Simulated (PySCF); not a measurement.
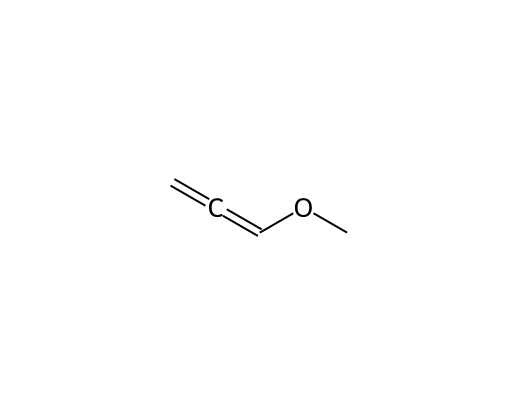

Skeletal drawing of a molecule.

Question: Write the SMILES.

Answer: C=C=COC

Question: What is the molecular formula?

Answer: C4H6O.

Question: An optimisation with PBE0-D3(BJ)/def2-SVP gave a structure of which point group?

Answer: C1. Other conformers may differ.

More results for the same structure follow; atom numbers are the same in all pictures, views and colours differ. Computed geometry: PBE0-D3(BJ)/def2-SVP optimisation. No frequency run is at hand to confirm it as a minimum.

## Shape

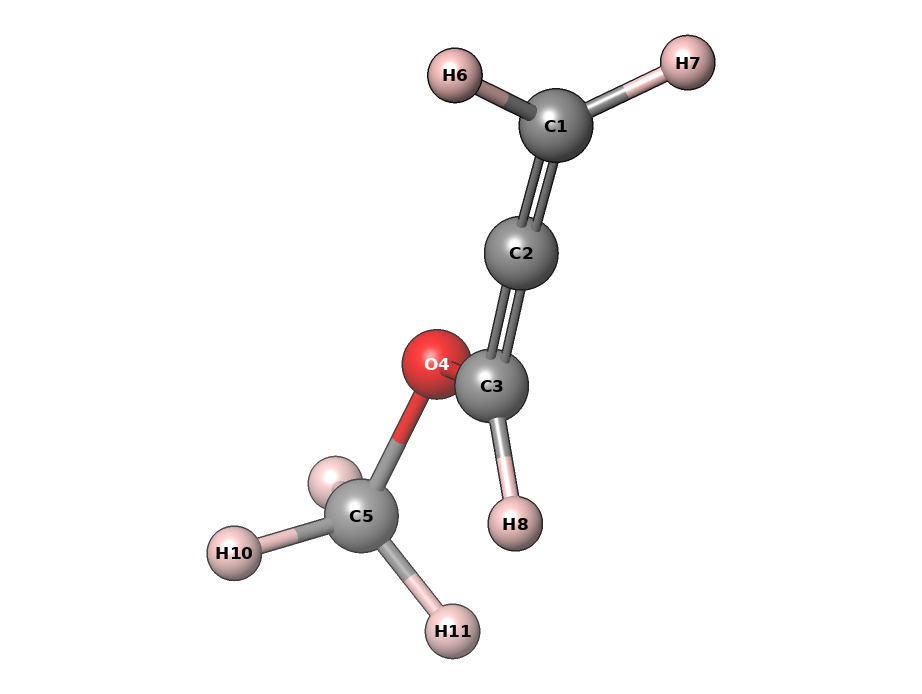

O4 lies behind C3. The molecule seen a little off the C3–O4 bond, C3 in front. Distant atoms are faded towards the background colour. No frequency run is at hand to confirm it as a minimum.

Question: What is the torsion angle C2–C3–O4–C5? The sign is positive where the front bond must turn clockwise to cover the back bond.

Answer: −161°, antiperiplanar (anti).

## Electronic properties

No frequency run is at hand to confirm it as a minimum. Method: B3LYP/pcJ-1, gas phase (PySCF 2.14.0).

Computed properties:

- dipole moment: 1.54 D
- HOMO energy (Kohn–Sham orbital): −6.20 eV
- LUMO energy (Kohn–Sham orbital): −0.25 eV
- HOMO–LUMO gap: 5.95 eV

## NMR shielding

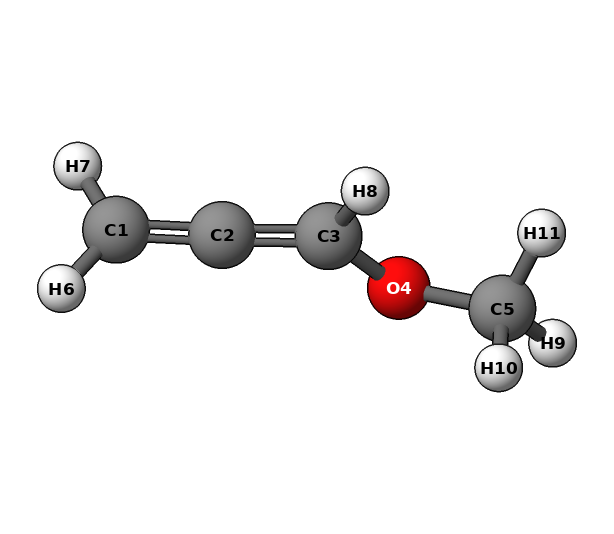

The questions are on isotropic NMR shieldings of the C atoms. No frequency run is at hand to confirm it as a minimum. Properties computed with GIAO PBE0/pcSseg-1 NMR shielding, non-relativistic, gas phase (PySCF 2.14.0).

Question: Which C atom is the most shielded (lowest chemical shift)?

Answer: C5 (125.2 ppm).

Question: Which C atom is the least shielded (highest chemical shift)?

Answer: C2 (−34.4 ppm).

Question: How wide is the range of C shifts?

Answer: 159.6 ppm.

List the isotropic NMR shieldings of the C atoms.

```tsv
atom	σ (ppm)
C1	90.9
C2	−34.4
C3	56.5
C5	125.2
```

## Quadrupole coupling

No frequency run is at hand to confirm it as a minimum. Electric field gradients from the ground-state density, B3LYP/pcJ-1 (PySCF 2.14.0), non-relativistic apart from any core potentials.

Give the largest field-gradient component, the quadrupole coupling constant and the asymmetry for 17O at O4 (Q = −25.6 mb), 2H at H6 (Q = 2.86 mb), 2H at H7 (Q = 2.86 mb).

```tsv
atom	V_zz (a.u.)	e²qQ/h (MHz)	η
O4	1.959	−11.78	0.78
H6	0.291	0.196	0.06
H7	0.290	0.195	0.06
```
